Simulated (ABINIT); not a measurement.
# LiCl (Fm-3m): a self-consistent loop beyond G0W0, cycle by cycle

How far does self-consistency move the gap of LiCl (Fm-3m)?

Program: ABINIT 10.8.3. Level of theory: PBE and many-body steps on it, plane waves. Results are calculated unless marked as measured.

## Step 1: Starting point

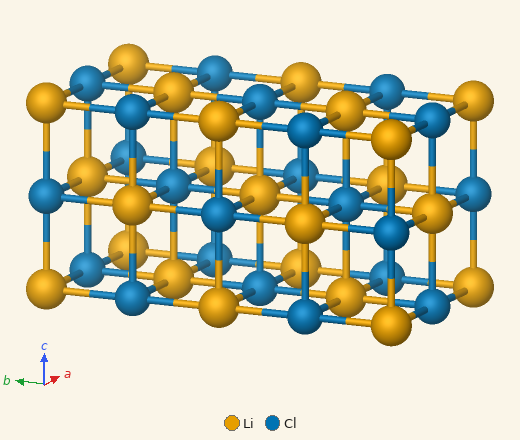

Start, viewed from a free direction; lithium orange, chlorine blue. 1×2×1 cells are drawn. This picture shows the conventional cell, with its axes. Some periodic images of atoms are drawn too.

The cell and positions come from the Crystallography Open Database and are kept as given unless a step says otherwise.

## Step 2: Empty states on the mesh, 4×4×4 mesh, 264 bands

This step: ABINIT 10.8.3; DFT, PBE, plane waves, norm-conserving pseudopotentials.

The sums over transitions need many empty states on a uniform mesh; this step solves for them.

Contents of run.abi:

```
acell 3*1.0 Angstrom
rprim 
  0.000000000000 2.571500000000 2.571500000000
  2.571500000000 0.000000000000 2.571500000000
  2.571500000000 2.571500000000 -0.000000000000
ntypat 2
znucl 3 17
natom 2
typat 1 2
xred 
  0.000000000000 0.000000000000 0.000000000000
  0.500000000000 0.500000000000 0.500000000000
pp_dirpath "pseudos"
pseudos "Li.upf, Cl.upf"
ecut 33
ngkpt 4 4 4
nshiftk 1
shiftk 0 0 0
kptopt 1
chksymbreak 0
irdden 1
istwfk *1
nband 264
prtvol 0
optdriver 6
gwr_task "HDIAGO"
paral_kgb 0
occopt 1
indata_prefix "in"
outdata_prefix "out"
tmpdata_prefix "tmp"
```

Launch:

```bash
$ OMP_NUM_THREADS=1 mpirun -n 4 abinit run.abi > log
```

Output:

```text
.Version 10.8.3 of ABINIT. v10.8.2 released Aug 2026.

 Symmetries : space group Fm -3 m (#225); Bravais cF (face-center cubic)
[... echo of the input left out ...]
== DATASET  1 ==================================================================
-   mpi_nproc: 4, omp_nthreads: 1 (-1 if OMP is not activated)

--- !DatasetInfo
iteration_state: {dtset: 1, }
dimensions: {natom: 2, nkpt: 8, mband: 264, nsppol: 1, nspinor: 1, nspden: 1, mpw: 2120, }
cutoff_energies: {ecut:  33.0, pawecutdg:  -1.0, }
[...]
Direct band gap semiconductor
 Fundamental gap:     6.285 (eV)
   VBM:     0.193 (eV) at k: [ 0.0000E+00,  0.0000E+00,  0.0000E+00]
   CBM:     6.477 (eV) at k: [ 0.0000E+00,  0.0000E+00,  0.0000E+00]
 Direct gap:         6.285 (eV) at k: [ 0.0000E+00,  0.0000E+00,  0.0000E+00]

== END DATASET(S) ==============================================================
================================================================================

 -outvars: echo values of variables after computation  --------
           etotal      0.0000000000E+00
            nband         264
             nkpt           8
          spgroup         225
 [... the other variables as echoed above ...]

 Calculation completed.
```

Run time: 28 s. Hardware: 4 MPI ranks of Intel Xeon Platinum 8259CL at 2.50GHz (Skylake/Cascade Lake), shared host; peak memory 1.2 GiB; 1.8 min of CPU time.

This step gave:

* gap: 6.285 eV
* k of the valence top: 0, 0, 0
* k of the conduction bottom: 0, 0, 0
* least direct gap: 6.285 eV
* k points computed: 8
* lowest point of the top converged band, above the valence top: 200.1605 eV

On this mesh the gap is 6.285 eV.

The density comes from a self-consistent run that is not shown.

## Step 3: Screening, 4×4×4 mesh, 256 bands, screening to 261.2 eV

The RPA dielectric matrix is built and inverted for each q.

This step: RPA screening on PBE, plane waves, norm-conserving pseudopotentials.

run.abi: that of step 2 with these lines changed.

```diff
@@ -20,10 +20,11 @@
 chksymbreak 0
-irdden 1
 istwfk *1
-nband 264
-prtvol 0
-optdriver 6
-gwr_task "HDIAGO"
-paral_kgb 0
 occopt 1
+irdwfk 1
+optdriver 3
+nband 256
+ecuteps 9.6
+inclvkb 2
+awtr 1
+symchi 1
 indata_prefix "in"
```

Output:

```text
.Version 10.8.3 of ABINIT. v10.8.2 released Aug 2026.

 Symmetries : space group Fm -3 m (#225); Bravais cF (face-center cubic)
[... echo of the input left out ...]
== DATASET  1 ==================================================================
-   mpi_nproc: 4, omp_nthreads: 1 (-1 if OMP is not activated)

--- !DatasetInfo
iteration_state: {dtset: 1, }
dimensions: {natom: 2, nkpt: 8, mband: 256, nsppol: 1, nspinor: 1, nspden: 1, mpw: 2120, }
cutoff_energies: {ecut:  33.0, pawecutdg:  -1.0, }
electrons: {nelect:   1.00000000E+01, charge:   0.00000000E+00, occopt:   1.00000000E+00, tsmear:   1.00000000E-02, }

 SCREENING: Calculation of the susceptibility and dielectric matrices

 Based on a program developped by R.W. Godby, V. Olevano, G. Onida, and L. Reining.
 Incorporated in ABINIT by V. Olevano, G.-M. Rignanese, and M. Torrent.
.Using double precision arithmetic ; gwpc =  8

[... cell and pseudopotentials left out ...]
--------------------------------------------------------------------------------

 ==== K-mesh for the wavefunctions ====
 Number of points in the irreducible wedge :     8
[... list of points left out ...]
 Together with 48 symmetry operations and time-reversal symmetry
 yields    64 points in the full Brillouin Zone.

 ==== Q-mesh for the screening function ====
 Number of points in the irreducible wedge :     8
[... list of points left out ...]
 Together with 48 symmetry operations and time-reversal symmetry
 yields    64 points in the full Brillouin Zone.

 setmesh: FFT mesh size selected  =    27x   27x   27
          total number of points  =        19683

 vcoul_init : cutoff-mode = AUXILIARY_FUNCTION
 q-points for optical limit:   1
     1)      0.000010    0.000020    0.000030

- screening: taking advantage of time-reversal symmetry
- Maximum band index for partially occupied states nbvw = 5
- Remaining bands to be divided among processors   nbcw = 251
- Number of bands treated by each node ~62

 Number of electrons calculated from density =   10.0000; Expected =   10.0000
 average of density, n =  0.043573
 r_s =    1.7629
 omega_plasma =   20.1355 [eV]

 calculating chi0 at frequencies [eV] :
  1    0.000000E+00    0.000000E+00
  2    0.000000E+00    2.013550E+01

--------------------------------------------------------------------------------
  q-point number  1        q = ( 0.000000, 0.000000, 0.000000) [r.l.u.]
--------------------------------------------------------------------------------
[... chi0 elements left out ...]
 For q-point:  0.000010 0.000020 0.000030
  dielectric constant =   2.8368
  dielectric constant without local fields =   3.3398

  Average fulfillment of the sum rule on Im[epsilon] for q-point    1 :     91.76  [%]
[... wings left out ...]
  q-point number  2        q = ( 0.250000, 0.000000, 0.000000) [r.l.u.]
--------------------------------------------------------------------------------
[... chi0 elements left out ...]
  Average fulfillment of the sum rule on Im[epsilon] for q-point    2 :     93.43  [%]

 [... 6 further q-points ...]
```

Elapsed: 87 s, on 4 MPI ranks; peak memory 1.1 GiB.

Numbers from this step:

- ε∞ with local fields, on this mesh, along the program's q direction: 2.837
- the same without local fields: 3.340
- plasma frequency: 20.14 eV
- plane waves in the screening matrix: 331

Local fields lower ε∞ by 15 %. On a Γ-centred mesh this coarse the value itself is usually too large, while a short band sum pulls it down.

## Step 4: G0W0

The self-energy is evaluated for the states that the input lists, and the levels follow from it, in one-shot runs by the linearised quasiparticle equation.

This step: G0W0 on PBE, plane waves, norm-conserving pseudopotentials.

run.abi: that of step 3 with these lines changed.

```diff
@@ -23,8 +23,15 @@
 irdwfk 1
-optdriver 3
+optdriver 4
 nband 256
+gwcalctyp 0
+ecutsigx 33
+symsigma 1
+nkptgw 1
+kptgw 
+  0.0000000000 0.0000000000 0.0000000000
+bdgw 
+  3 9
 ecuteps 9.6
-inclvkb 2
-awtr 1
-symchi 1
+irdscr 1
+ppmodel 1
 indata_prefix "in"
```

Output:

```text
.Version 10.8.3 of ABINIT. v10.8.2 released Aug 2026.

 Symmetries : space group Fm -3 m (#225); Bravais cF (face-center cubic)
[... echo of the input left out ...]
== DATASET  1 ==================================================================
-   mpi_nproc: 4, omp_nthreads: 1 (-1 if OMP is not activated)

--- !DatasetInfo
iteration_state: {dtset: 1, }
dimensions: {natom: 2, nkpt: 8, mband: 256, nsppol: 1, nspinor: 1, nspden: 1, mpw: 2120, }
cutoff_energies: {ecut:  33.0, pawecutdg:  -1.0, }
electrons: {nelect:   1.00000000E+01, charge:   0.00000000E+00, occopt:   1.00000000E+00, tsmear:   1.00000000E-02, }

 SIGMA: Calculation of the GW corrections

 Based on a program developped by R.W. Godby, V. Olevano, G. Onida, and L. Reining.
 Incorporated in ABINIT by V. Olevano, G.-M. Rignanese, and M. Torrent.
.Using double precision arithmetic ; gwpc =  8

[... cell and pseudopotentials left out ...]
--------------------------------------------------------------------------------

 ==== K-mesh for the wavefunctions ====
 Number of points in the irreducible wedge :     8
[... list of points left out ...]
 Together with 48 symmetry operations and time-reversal symmetry
 yields    64 points in the full Brillouin Zone.

 ==== Q-mesh for screening function ====
 Number of points in the irreducible wedge :     8
[... list of points left out ...]
 Together with 48 symmetry operations and time-reversal symmetry
 yields    64 points in the full Brillouin Zone.

 vcoul_init : cutoff-mode = AUXILIARY_FUNCTION
 q-points for optical limit:   1
     1)      0.000010    0.000020    0.000030
 setmesh: FFT mesh size selected  =    36x   36x   36
          total number of points  =        46656

 Number of electrons calculated from density =   10.0000; Expected =   10.0000
 average of density, n =  0.043573
 r_s =    1.7629
 omega_plasma =   20.1355 [eV]

 === KS Band Gaps ===
  >>>> For spin  1
   Minimum direct gap =   6.2845 [eV], located at k-point      :   0.0000  0.0000  0.0000
   Fundamental gap    =   6.2845 [eV], Top of valence bands at :   0.0000  0.0000  0.0000
                                       Bottom of conduction at :   0.0000  0.0000  0.0000
 SIGMA fundamental parameters:
 PLASMON POLE MODEL  1
 number of plane-waves for SigmaX                 2085
 number of plane-waves for SigmaC and W            331
 number of plane-waves for wavefunctions          2085
 number of bands                                   256
 number of independent spin polarizations            1
 number of spinorial components                      1
 number of k-points in IBZ                           8
 number of q-points in IBZ                           8
 number of symmetry operations                      48
 number of k-points in BZ                           64
 number of q-points in BZ                           64
 number of frequencies for dSigma/dE                 9
 frequency step for dSigma/dE [eV]                0.25
 number of omega for Sigma on real axis              0
 max omega for Sigma on real axis  [eV]           0.00
 zcut for avoiding poles [eV]                     0.10

 EPSILON^-1 parameters (SCR file):
 dimension of the eps^-1 matrix on file            331
 dimension of the eps^-1 matrix used               331
 number of plane-waves for wavefunctions          2085
 number of bands                                   256
 number of q-points in IBZ                           8
 number of frequencies                               2
 number of real frequencies                          1
 number of imag frequencies                          1

 matrix elements of self-energy operator (all in [eV])

 Perturbative Calculation

--- !SelfEnergy_ee
iteration_state: {dtset: 1, }
kpoint     : [   0.000,    0.000,    0.000, ]
spin       : 1
KS_gap     :    6.285
QP_gap     :    9.015
Delta_QP_KS:    2.731
data: !SigmaeeData |
     Band     E0 <VxcDFT>   SigX SigC(E0)      Z dSigC/dE  Sig(E)    E-E0       E
        3   0.193 -14.695 -18.988   1.775   0.802  -0.247 -16.714  -2.019  -1.826
        4   0.193 -14.695 -18.988   1.775   0.802  -0.247 -16.714  -2.019  -1.826
        5   0.193 -14.695 -18.988   1.775   0.802  -0.247 -16.714  -2.019  -1.826
        6   6.477  -9.166  -4.665  -3.659   0.846  -0.182  -8.454   0.712   7.189
        7  11.985  -9.604  -4.344  -3.844   0.841  -0.189  -8.413   1.191  13.176
        8  11.985  -9.604  -4.344  -3.844   0.841  -0.189  -8.413   1.191  13.176
        9  11.985  -9.604  -4.344  -3.844   0.841  -0.189  -8.413   1.191  13.176

== END DATASET(S) ==============================================================
================================================================================

 -outvars: echo values of variables after computation  --------
           etotal      0.0000000000E+00
            nband         256
             nkpt           8
          spgroup         225
 [... the other variables as echoed above ...]

 Calculation completed.
```

The job ended after 49 s (4 MPI ranks; peak memory 1.2 GiB; 3.3 min of CPU time).

This step gave:

| Item | Value |
| --- | --- |
| G0W0 gap on the points computed | 9.015 eV |
| starting gap on the mesh | 6.285 eV |
| k of the valence top | 0, 0, 0 |
| k of the conduction bottom | 0, 0, 0 |
| Z at the valence top | 0.802 |
| Z at the conduction bottom | 0.846 |
| least direct G0W0 gap on the computed points | 9.015 eV |

The gap on the mesh goes from 6.28 eV to 9.02 eV, a correction of +2.73 eV.

## Step 5: evGW0, cycle 1

This step: evGW0 on PBE, plane waves, norm-conserving pseudopotentials.

run.abi: that of step 4 with these lines changed.

```diff
@@ -25,10 +25,24 @@
 nband 256
-gwcalctyp 0
+gwcalctyp 10
 ecutsigx 33
 symsigma 1
-nkptgw 1
+nkptgw 8
 kptgw 
   0.0000000000 0.0000000000 0.0000000000
+  0.2500000000 0.0000000000 0.0000000000
+  0.5000000000 0.0000000000 0.0000000000
+  0.2500000000 0.2500000000 0.0000000000
+  0.5000000000 0.2500000000 0.0000000000
+  -0.2500000000 0.2500000000 0.0000000000
+  0.5000000000 0.5000000000 0.0000000000
+  -0.2500000000 0.5000000000 0.2500000000
 bdgw 
-  3 9
+  1 11
+  1 11
+  1 11
+  1 11
+  1 11
+  1 11
+  1 11
+  1 11
 ecuteps 9.6
```

Output:

```text
.Version 10.8.3 of ABINIT. v10.8.2 released Aug 2026.

 Symmetries : space group Fm -3 m (#225); Bravais cF (face-center cubic)
[... echo of the input left out ...]
== DATASET  1 ==================================================================
-   mpi_nproc: 4, omp_nthreads: 1 (-1 if OMP is not activated)

--- !DatasetInfo
iteration_state: {dtset: 1, }
dimensions: {natom: 2, nkpt: 8, mband: 256, nsppol: 1, nspinor: 1, nspden: 1, mpw: 2120, }
cutoff_energies: {ecut:  33.0, pawecutdg:  -1.0, }
electrons: {nelect:   1.00000000E+01, charge:   0.00000000E+00, occopt:   1.00000000E+00, tsmear:   1.00000000E-02, }

 SIGMA: Calculation of the GW corrections

 Based on a program developped by R.W. Godby, V. Olevano, G. Onida, and L. Reining.
 Incorporated in ABINIT by V. Olevano, G.-M. Rignanese, and M. Torrent.
.Using double precision arithmetic ; gwpc =  8

[... cell and pseudopotentials left out ...]
--------------------------------------------------------------------------------

 ==== K-mesh for the wavefunctions ====
 Number of points in the irreducible wedge :     8
[... list of points left out ...]
 Together with 48 symmetry operations and time-reversal symmetry
 yields    64 points in the full Brillouin Zone.

 ==== Q-mesh for screening function ====
 Number of points in the irreducible wedge :     8
[... list of points left out ...]
 Together with 48 symmetry operations and time-reversal symmetry
 yields    64 points in the full Brillouin Zone.

 vcoul_init : cutoff-mode = AUXILIARY_FUNCTION
 q-points for optical limit:   1
     1)      0.000010    0.000020    0.000030
 setmesh: FFT mesh size selected  =    36x   36x   36
          total number of points  =        46656

 Number of electrons calculated from density =   10.0000; Expected =   10.0000
[...]
QP_gap     :   12.047
Delta_QP_KS:    3.147
data: !SigmaeeData |
     Band     E_DFT   <VxcDFT>   E(N-1)  <Hhartree>   SigX  SigC[E(N-1)]    Z     dSigC/dE  Sig[E(N)]  DeltaE  E(N)_pert E(N)_diago
[...]
--- !SelfEnergy_ee
iteration_state: {dtset: 1, }
kpoint     : [  -0.250,    0.500,    0.250, ]
spin       : 1
KS_gap     :   10.504
QP_gap     :   13.732
Delta_QP_KS:    3.228
data: !SigmaeeData |
     Band     E_DFT   <VxcDFT>   E(N-1)  <Hhartree>   SigX  SigC[E(N-1)]    Z     dSigC/dE  Sig[E(N)]  DeltaE  E(N)_pert E(N)_diago
[...]
10    16.003    -9.496    16.003    25.498    -3.381    -4.704     0.812    -0.232    -8.350     1.145    17.148    17.413
       11    16.003    -9.496    16.003    25.498    -3.381    -4.704     0.812    -0.232    -8.350     1.145    17.148    17.413

 New Fermi energy :        9.174269E-02 Ha ,    2.496446E+00 eV
 New Exchange energy :    -4.366556E+00 Ha ,   -1.188201E+02 eV

 === QP Band Gaps ===
  >>>> For spin  1
   Minimum direct gap =   9.6439 [eV], located at k-point      :   0.0000  0.0000  0.0000
   Fundamental gap    =   9.6439 [eV], Top of valence bands at :   0.0000  0.0000  0.0000
                                       Bottom of conduction at :   0.0000  0.0000  0.0000

 writing QP data on file : out_QPS

 Convergence of QP corrections
 >>>>> For spin  1 <<<<<
.  kptgw no:  1; Maximum DeltaE = (  -7.554   0.024) for band index:  1
.  kptgw no:  2; Maximum DeltaE = (  -7.481   0.025) for band index:  1
.  kptgw no:  3; Maximum DeltaE = (  -7.535   0.010) for band index:  1
[...]
.  kptgw no:  7; Maximum DeltaE = (  -7.531   0.018) for band index:  1
.  kptgw no:  8; Maximum DeltaE = (  -7.517   0.028) for band index:  1

== END DATASET(S) ==============================================================
================================================================================

 -outvars: echo values of variables after computation  --------
           etotal      0.0000000000E+00
            nband         256
             nkpt           8
          spgroup         225
 [... the other variables as echoed above ...]

 Calculation completed.
```

Run time: 15 min. Hardware: 4 MPI ranks; peak memory 1.4 GiB; 59 min of CPU time.

This step gave:

```
quasiparticle gap on the mesh                         : 9.644 eV
gap of the density functional on the mesh             : 6.285 eV
k of the valence top                                  : 0, 0, 0
k of the conduction bottom                            : 0, 0, 0
Z at the valence top                                  : 0.802
Z at the conduction bottom                            : 0.846
least direct quasiparticle gap on the computed points : 9.644 eV
```

Against G0W0 in ABINIT (4×4×4 mesh, 256 bands, screening to 261.2 eV, Godby-Needs plasmon pole), the gap moves by +0.629 eV. This first cycle still uses the starting levels; it takes the full correction, at all points of the mesh, and its linearised value is 9.015 eV.

## Step 6: evGW0, cycle 2

The corrected levels of the last cycle go back in.

run.abi: that of step 5 with these lines changed.

```diff
@@ -50,2 +50,3 @@
 ppmodel 1
+irdqps 1
 indata_prefix "in"
```

Output:

```text
.Version 10.8.3 of ABINIT. v10.8.2 released Aug 2026.

 Symmetries : space group Fm -3 m (#225); Bravais cF (face-center cubic)
[... echo of the input left out ...]
== DATASET  1 ==================================================================
-   mpi_nproc: 4, omp_nthreads: 1 (-1 if OMP is not activated)

--- !DatasetInfo
iteration_state: {dtset: 1, }
dimensions: {natom: 2, nkpt: 8, mband: 256, nsppol: 1, nspinor: 1, nspden: 1, mpw: 2120, }
cutoff_energies: {ecut:  33.0, pawecutdg:  -1.0, }
[...]
.  kptgw no:  3; Maximum DeltaE = (   0.368   0.149) for band index:  2
[...]
.  kptgw no:  7; Maximum DeltaE = (  -0.251   0.016) for band index: 11
.  kptgw no:  8; Maximum DeltaE = (  -0.192  -0.007) for band index:  2

== END DATASET(S) ==============================================================
================================================================================

 -outvars: echo values of variables after computation  --------
           etotal      0.0000000000E+00
            nband         256
             nkpt           8
          spgroup         225
 [... the other variables as echoed above ...]

 Calculation completed.
```

Elapsed: 13 min, on 4 MPI ranks; peak memory 1.4 GiB; 53 min of CPU time.

This step gave:

| Quantity | Value |
| --- | --- |
| quasiparticle gap on the mesh | 9.435 eV |
| gap of the density functional on the mesh | 6.285 eV |
| k of the valence top | 0, 0, 0 |
| k of the conduction bottom | 0, 0, 0 |
| least direct quasiparticle gap on the computed points | 9.435 eV |

Against the cycle before, the gap moves by −0.209 eV.

(Part 1 of 3 ends here.)

[Paths, hosts, dates, memory and timing lines, banners, echoed tables and standing remarks are left out of the program output.]

[Logs are printed without paths, hosts, clocks, repeated set-up lines and the standing remarks that a program may print on its own settings, such as how far it seeks lower states.]

[Runs of the session that timed out or met a known fault of the program may be left out.]

[Hosts, paths, dates, database ids (printed as entryN), source tags and the programs' standing remarks are cut or masked in the printed files.]

[G0W0 gaps are taken among the corrected bands and points alone; a level outside them can change the order at an edge.]

[Where Ansatz stands beside ABINIT at settings called matched, ABINIT's density can come from a denser mesh and the files from another edition; pairs whose starting gaps differed by over 0.03 eV were left out, so agreement reads better than it is.]
